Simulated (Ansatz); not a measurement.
## Geometry relaxation of CH7AsSi

CH7AsSi, computed with RKS PBE0-D4/def2-TZVP (Ansatz 0.2.0).

Figures and captions count atoms from 1; the log counts them from 0 in places.

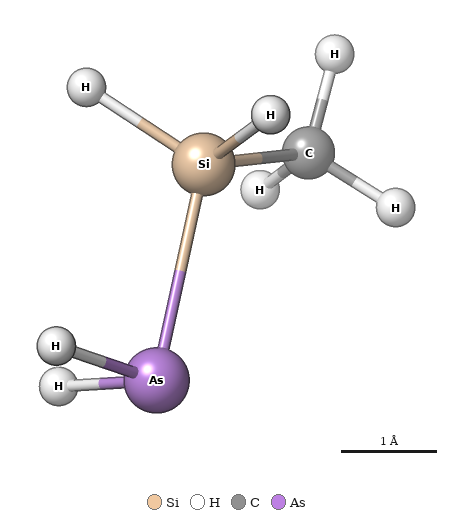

The input geometry (ball-and-stick view, seen at a tilt). Bond lengths as drawn: As–H 1.52 Å, As–Si 2.37 Å, C–H 1.09 Å, C–Si 1.87 Å and H–Si 1.49 Å.

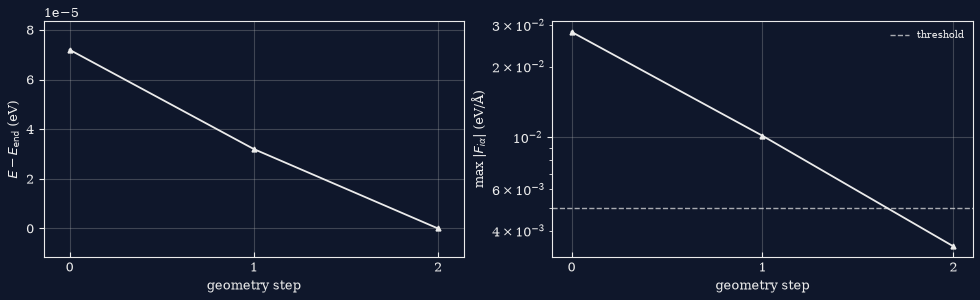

Progress of the relaxation, step by step (the first geometry is step 0 here and step 1 in the log). Over 2 geometry steps the energy falls by next to nothing (0.0 eV). The largest force component goes from 0.028 to 0.0034 eV/Å. The largest move after the best rigid fit is that of H10, 0.006 Å. By element the largest moves are H 0.006 Å, Si 0.003 Å, C 0.002 Å, As 0.002 Å. (Atoms are counted from 1 in the order of the input.)

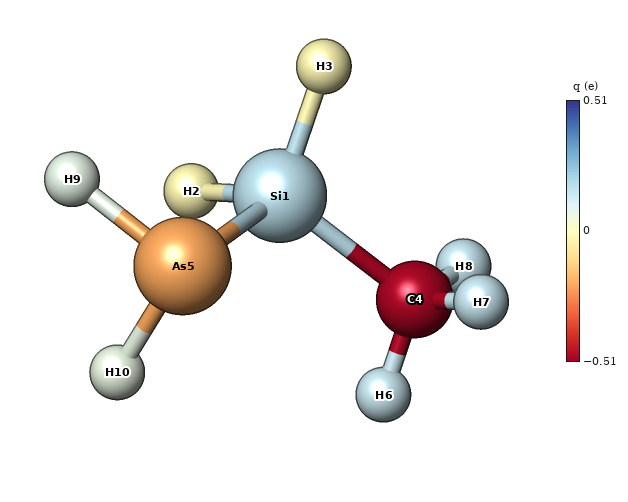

Mulliken charges, as the colour of each atom (ball-and-stick view, seen at a tilt; atoms are numbered from 1 in the order of the input). By element: Si +0.16, H −0.02 to +0.15, C −0.49 and As −0.21 e.

These pictures come from the run below.

### Input
```yaml
crystal:
  periodic: [false, false, false]
  atoms:
    - {symbol: Si, position_ang: [-1.544935, 0.654234, -0.181268]}
    - {symbol: H, position_ang: [-1.719344, -0.822159, -0.104928]}
    - {symbol: H, position_ang: [-2.872693, 1.255613, -0.487232]}
    - {symbol: C, position_ang: [-0.307149, 1.098109, -1.512646]}
    - {symbol: As, position_ang: [-0.847230, 1.571289, 1.887675]}
    - {symbol: H, position_ang: [0.670898, 0.665425, -1.292110]}
    - {symbol: H, position_ang: [-0.193109, 2.181736, -1.588124]}
    - {symbol: H, position_ang: [-0.634932, 0.720204, -2.484004]}
    - {symbol: H, position_ang: [-1.898731, 0.791162, 2.663862]}
    - {symbol: H, position_ang: [0.200156, 0.485824, 2.094845]}
basis:
  gaussian: {orbitals: def2-TZVP}
hamiltonian: {xc: pbe0, dispersion: d4}
relax: {f_tol: 0.005, max_steps: 200}
```

Launch command:
```bash
ansatz run in.yaml --threads 8 --pin off --events-out ev --progress --plain --max-ram 19148MiB
```

### Output
```
Functional definition: PBE0
  name "PBE0"
  cite "Adamo & Barone, J. Chem. Phys. 110, 6158 (1999) doi:10.1063/1.478522"
  cite "Perdew, Burke & Ernzerhof, Phys. Rev. Lett. 77, 3865 (1996) doi:10.1103/PhysRevLett.77.3865"
  parent pbe
  parameter a = 0.25
  parameter kappa = 0.804
  parameter beta = 0.06672455060314922
  exchange = (1 - a)*pbe_x(kappa = kappa, mu = beta*pi^2/3) + a*exact_x
  correlation = pbe_c(beta = beta)
1179 factors; their error is unknown
mean field evaluation 1: about -69853.6255 eV, gradient 4.8e1 eV
mean field evaluation 2: about -69851.5632 eV, gradient 5.2e1 eV
mean field evaluation 4: about -69858.6960 eV, gradient 1.5e0 eV
mean field evaluation 8: about -69858.9766 eV, gradient 1.3e-1 eV
mean field evaluation 16: about -69858.9767 eV, gradient 2.5e-5 eV
mean field -69858.97667178 eV, -2567.2700405728 hartree, gradient 2.5e-5 eV, S^2 0.000000; 0 other end points of the search recorded, 0 dependent functions left out
the calculation of the forces begins
reference -69858.97670364 eV, -2567.2700417435 hartree; 30, 30 occupied and 128, 128 virtual orbitals, 1179 factors
relax step   1: F+E_penalty+E_count = -69859.14869193 eV  Δ(F+E_penalty+E_count) = +0.000e0 eV  max|allowed force component| = 2.811e-2 eV/Å  Δτ_max = 0.0000 Å  (26 SCF iters, accepted)
these checks for a lower state are left out or cut short: starts, cluster_reference, orbital_swaps, neighbouring_geometries, increment
1179 factors; their error is unknown
mean field -69858.97661763 eV, -2567.2700385828 hartree, gradient 1.5e-5 eV, S^2 0.000000; 0 other end points of the search recorded, 0 dependent functions left out
the calculation of the forces begins
reference -69858.97664948 eV, -2567.2700397532 hartree; 30, 30 occupied and 128, 128 virtual orbitals, 1179 factors
relax step   2: F+E_penalty+E_count = -69859.14873237 eV  Δ(F+E_penalty+E_count) = -4.044e-5 eV  max|allowed force component| = 1.015e-2 eV/Å  Δτ_max = 0.0051 Å  (30 SCF iters, accepted)
these checks for a lower state are left out or cut short: starts, cluster_reference, orbital_swaps, neighbouring_geometries, increment
1179 factors; their error is unknown
mean field -69858.97667568 eV, -2567.2700407160 hartree, gradient 1.5e-5 eV, S^2 0.000000; 0 other end points of the search recorded, 0 dependent functions left out
the calculation of the forces begins
reference -69858.97670753 eV, -2567.2700418865 hartree; 30, 30 occupied and 128, 128 virtual orbitals, 1179 factors
relax step   3: F+E_penalty+E_count = -69859.14876420 eV  Δ(F+E_penalty+E_count) = -3.183e-5 eV  max|allowed force component| = 3.433e-3 eV/Å  Δτ_max = 0.0030 Å  (31 SCF iters, accepted)
1179 factors; their error is unknown
mean field evaluation 32: about -69858.7017 eV, gradient 1.6e-4 eV
mean field -69858.97667568 eV, -2567.2700407160 hartree, gradient 1.5e-5 eV, S^2 0.000000; 1 other end points of the search recorded, 0 dependent functions left out
the calculation of the forces begins
reference -69858.97670753 eV, -2567.2700418865 hartree; 30, 30 occupied and 128, 128 virtual orbitals, 1179 factors
Total energy: -69859.14879605 eV, -2567.2763660232 hartree
Atom 0 at    -1.547997     0.654067    -0.181038 Å, force    -0.000744     0.001514     0.001756 eV/Å
Atom 1 at    -1.719303    -0.822436    -0.104305 Å, force    -0.001214     0.001399     0.000603 eV/Å
Atom 2 at    -2.874815     1.256188    -0.488931 Å, force     0.000907    -0.001209    -0.001471 eV/Å
Atom 3 at    -0.307407     1.097677    -1.510609 Å, force    -0.002587     0.000005    -0.002343 eV/Å
Atom 4 at    -0.847545     1.572765     1.886472 Å, force    -0.003433    -0.000897     0.001415 eV/Å
Atom 5 at     0.670967     0.665198    -1.289575 Å, force     0.001618    -0.000925     0.000780 eV/Å
Atom 6 at    -0.191897     2.181133    -1.585782 Å, force     0.001478     0.000326    -0.000171 eV/Å
Atom 7 at    -0.633539     0.720313    -2.482713 Å, force     0.000913    -0.000079    -0.000467 eV/Å
Atom 8 at    -1.896397     0.789966     2.663575 Å, force     0.001302    -0.000683     0.001490 eV/Å
Atom 9 at     0.200863     0.486566     2.088975 Å, force     0.001760     0.000548    -0.001593 eV/Å
Dipole moment:     0.079997    -0.060033    -0.172477 e Å
```

### Trajectory as extended XYZ (Å, eV, eV/Å), 3 frames, from step=1 to step=3
```
10
Properties=species:S:1:pos:R:3:forces:R:3 step=1 energy=-69859.14869
Si   -1.5449    0.6542   -0.1813   -0.0281  -0.0104   0.0075
H    -1.7193   -0.8222   -0.1049    0.0066   0.0034  -0.0009
H    -2.8727    1.2556   -0.4872    0.0036   0.0028  -0.0014
C    -0.3071    1.0981   -1.5126   -0.0096   0.0030  -0.0013
As   -0.8472    1.5713    1.8877   -0.0042   0.0142   0.0026
H     0.6709    0.6654   -1.2921    0.0142   0.0011  -0.0029
H    -0.1931    2.1817   -1.5881    0.0072  -0.0027   0.0001
H    -0.6349    0.7202   -2.4840    0.0017  -0.0006   0.0012
H    -1.8987    0.7912    2.6639    0.0017  -0.0027  -0.0026
H     0.2002    0.4858    2.0948    0.0069  -0.0080  -0.0022
10
Properties=species:S:1:pos:R:3:forces:R:3 step=2 energy=-69859.14873
Si   -1.5481    0.6536   -0.1809    0.0037   0.0042   0.0023
H    -1.7196   -0.8230   -0.1048   -0.0009   0.0027   0.0018
H    -2.8749    1.2561   -0.4883    0.0018  -0.0016  -0.0007
C    -0.3075    1.0977   -1.5101   -0.0070  -0.0013  -0.0078
As   -0.8464    1.5730    1.8858   -0.0102  -0.0017   0.0009
H     0.6708    0.6650   -1.2893    0.0035  -0.0011   0.0011
H    -0.1922    2.1812   -1.5850    0.0021   0.0000   0.0002
H    -0.6340    0.7206   -2.4821    0.0030   0.0004  -0.0023
H    -1.8969    0.7902    2.6606    0.0023   0.0003   0.0074
H     0.2016    0.4869    2.0901    0.0018  -0.0019  -0.0029
10
Properties=species:S:1:pos:R:3:forces:R:3 step=3 energy=-69859.14876
Si   -1.5480    0.6541   -0.1810   -0.0007   0.0015   0.0018
H    -1.7193   -0.8224   -0.1043   -0.0012   0.0014   0.0006
H    -2.8748    1.2562   -0.4889    0.0009  -0.0012  -0.0015
C    -0.3074    1.0977   -1.5106   -0.0026   0.0000  -0.0023
As   -0.8475    1.5728    1.8865   -0.0034  -0.0009   0.0014
H     0.6710    0.6652   -1.2896    0.0016  -0.0009   0.0008
H    -0.1919    2.1811   -1.5858    0.0015   0.0003  -0.0002
H    -0.6335    0.7203   -2.4827    0.0009  -0.0001  -0.0005
H    -1.8964    0.7900    2.6636    0.0013  -0.0007   0.0015
H     0.2009    0.4866    2.0890    0.0018   0.0005  -0.0016
```

### Key numbers

| quantity | value |
| --- | --- |
| outcome | converged |
| total energy | −69859.1488 eV |
| mean-field energy | −69858.9767 eV |
| dispersion energy | −0.1721 eV |
| SCF solution under orbital rotations | stable |
| largest force (length of the vector) at the end | 0.004 eV/Å |
| dipole moment | 0.96 D |
| hardware | 8 threads of Arm Neoverse V2, 108 GiB of memory available, shared host |
| wall time | 5.5 s (CPU time 38 s) |
| peak memory | 0.69 GiB |
